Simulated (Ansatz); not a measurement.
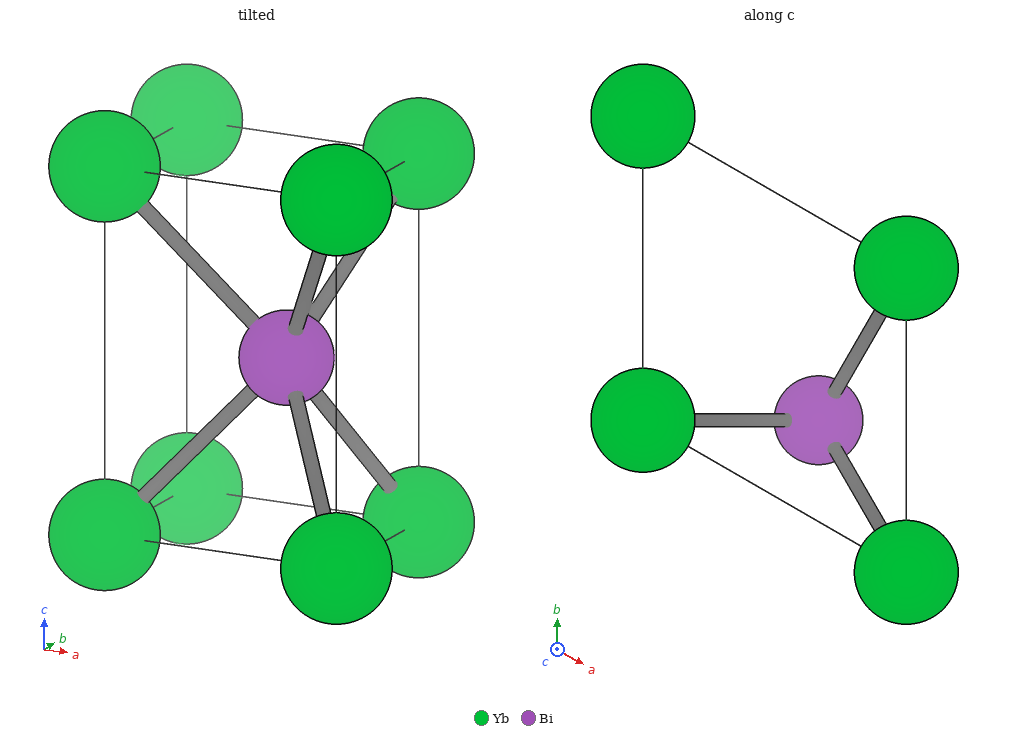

Drawn in the ball-and-stick manner and seen slightly off an axis and along the c axis. The conventional unit cell is outlined; an atom on or near a face, edge or corner is repeated at each equivalent position.

YbBi, tungsten carbide (WC) type, space group P-6m2 (No. 187), a = 4.076 Å, b = 4.076 Å, c = 4.663 Å, α = 90.00°, β = 90.00°, γ = 120.00°. The model was built from a structure type filled with these elements by a generator (whether the compound takes this form wasn't checked). Earlier steps of the study, as a rule a relaxation of our own, may have changed the cell and positions, so they can lie some per cent off the listed ones. A calculation with Ansatz used it as input.

This one geometry was computed with Ansatz (DFT, plane waves, PAW) at four levels of theory: PBE+U (U_eff = 1.00 eV on Yb f), PBE+U (U_eff = 6.00 eV on Yb f), PBE+U (U_eff = 3.00 eV on Yb f) and PBE+U (U_eff = 5.00 eV on Yb f).

### How does the band gap change with the level of theory?

All levels give a metal.

### Collect the results in a table.

| level | cutoff (eV) | k-mesh of the run's cell | gap (eV) | pressure (GPa) | absolute moment (μB/atom) |
| --- | --- | --- | --- | --- | --- |
| PBE+U (U_eff = 1.00 eV on Yb f) | 420 | 8×8×8 | metal | -1.0 | 0.00 |
| PBE+U (U_eff = 6.00 eV on Yb f) | 420 | 8×8×8 | metal | 0.0 | 0.00 |
| PBE+U (U_eff = 3.00 eV on Yb f) | 420 | 8×8×8 | metal | -0.5 | 0.00 |
| PBE+U (U_eff = 5.00 eV on Yb f) | 420 | 8×8×8 | metal | -0.1 | 0.00 |

Gaps are taken on the k-mesh or band path of each run.
